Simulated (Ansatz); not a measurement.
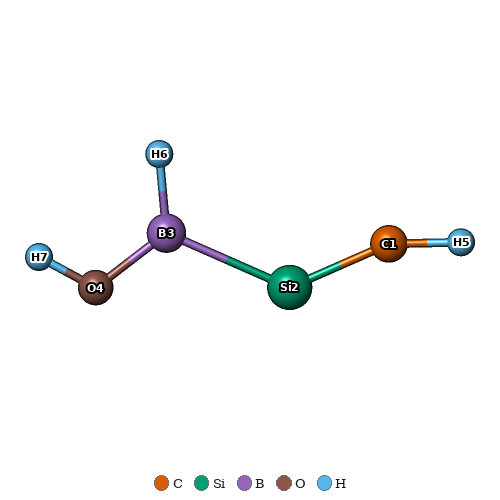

The system is CH3BOSi, SMILES C#[Si]BO; the picture shows the reference structure. 
- Coordinates scanned: (1) dihedral Si2–B3–O4–H7; (2) dihedral H5–C1–Si2–B3.
- Nothing is relaxed (all other coordinates rigid).
- Grid: 12 × 12 points; 116 points were computed and 28 follow by symmetry.
- Energies are in kJ/mol, from the lowest grid point.
- The dihedral twists a double bond; near 90° a spin-restricted reference is unreliable.
- Theory: Ansatz 0.2.0, RKS PBE0-D4/def2-TZVP.

Its coordinates:

```xyz
7

C    -2.1966    0.1828   -0.9435
Si   -0.9957   -0.5133   -0.0961
B     0.8891    0.0674    0.3030
O     1.6597   -0.7398    1.0482
H    -3.1769    0.2873   -1.3771
H     1.2738    1.1135   -0.1324
H     2.5467   -0.3979    1.1978
```

Range: dihedral Si2–B3–O4–H7 from −180 to 150°; dihedral H5–C1–Si2–B3 from −180 to 150°.

### What will the energy surface look like?

The lowest grid point is at dihedral Si2–B3–O4–H7 = −180°, dihedral H5–C1–Si2–B3 = −180°. There is a further well near dihedral Si2–B3–O4–H7 = 0°, dihedral H5–C1–Si2–B3 = −180° (4.9 kJ/mol above the lowest at that grid point). The highest grid point, dihedral Si2–B3–O4–H7 = 90°, dihedral H5–C1–Si2–B3 = 0°, lies 104 kJ/mol above the lowest. On the interpolated surface the easiest way out of the lowest well to its copy in the next cell or period passes a barrier of about 48 kJ/mol. Round the minimum the two coordinates are weakly coupled (coupling −0.06 in units of the two stiffnesses).

```csv
"dihedral H5–C1–Si2–B3 ↓, dihedral Si2–B3–O4–H7 →",−180,−150,−120,−90,−60,−30,0,30,60,90,120,150
150,3,17,46,63,47,19,7,20,48,63,45,15
120,11,25,55,71,54,26,14,28,56,70,52,22
90,22,37,66,81,64,36,25,39,67,81,62,33
60,34,49,78,93,75,47,36,50,78,92,74,46
30,44,58,86,101,85,57,45,59,86,101,84,56
0,48,60,88,104,89,61,49,61,89,104,88,60
−30,44,56,84,101,86,59,45,57,85,101,86,58
−60,34,46,74,92,78,50,36,47,75,93,78,49
−90,22,33,62,81,67,39,25,36,64,81,66,37
−120,11,22,52,70,56,28,14,26,54,71,55,25
−150,3,15,45,63,48,20,7,19,47,63,46,17
−180,0,13,43,60,45,17,5,17,45,60,43,13
```

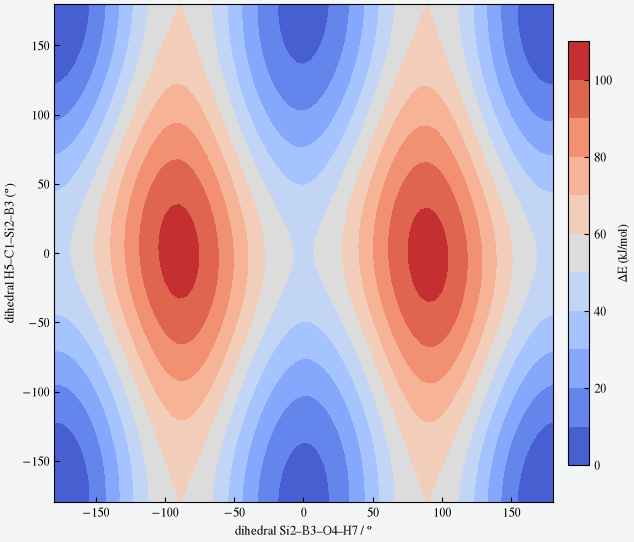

The picture shows filled contours. Between grid points the surface is interpolated.

Each point was launched as `ansatz run input.yaml --threads 1 --pin off --max-ram 2560MiB --backend cpu --events-out ev --progress --plain --runs-dir out`. The whole map (116 points run) took 10 min on 1 thread of Arm Neoverse V1, with other jobs on the host.
